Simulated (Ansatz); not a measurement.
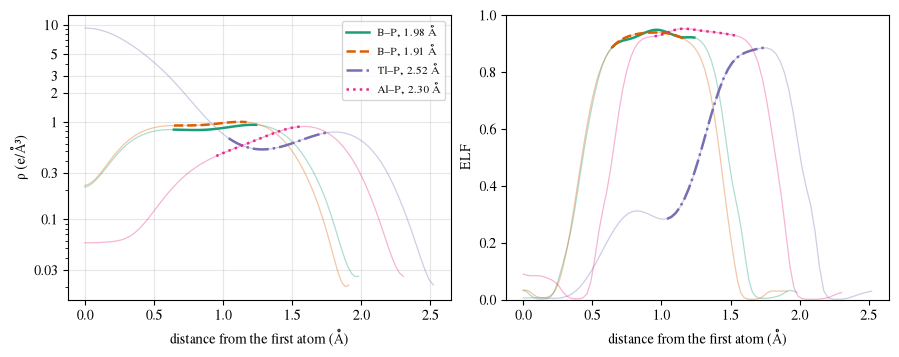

The picture shows: AlTl$_{5}$B$_{4}$P$_{10}$. Valence charge density (pseudo) and electron localisation function along straight lines between neighbouring atoms. Thin, pale parts lie inside the atomic spheres.

Space group P1; a generated structure, not necessarily the stable one.

All numbers below come from Ansatz, DFT r2SCAN, scalar-relativistic, plane waves, PAW.

The density is the valence pseudo-density of a PAW calculation; it isn't the true density close to the nuclei.

Question: Compare the contacts.

Answer: B–P (1.98 Å): ρ is about 0.86 e/Å³ halfway; the ELF peaks at about 0.95 between the atoms, as expected for a shared electron pair.
B–P (1.91 Å): the density is about 0.96 e/Å³ at the midpoint; the ELF peaks at about 0.95 between the atoms, as expected for a covalent bond.
Tl–P (2.52 Å): the density is about 0.52 e/Å³ at the midpoint; the ELF peaks at about 0.90 in the valence shell of P, 0.8 Å from its nucleus, and is about 0.50 at the midpoint.
Al–P (2.30 Å): ρ at the midpoint is about 0.58 e/Å³; the ELF peaks at about 0.95 between the atoms; a shared electron pair.
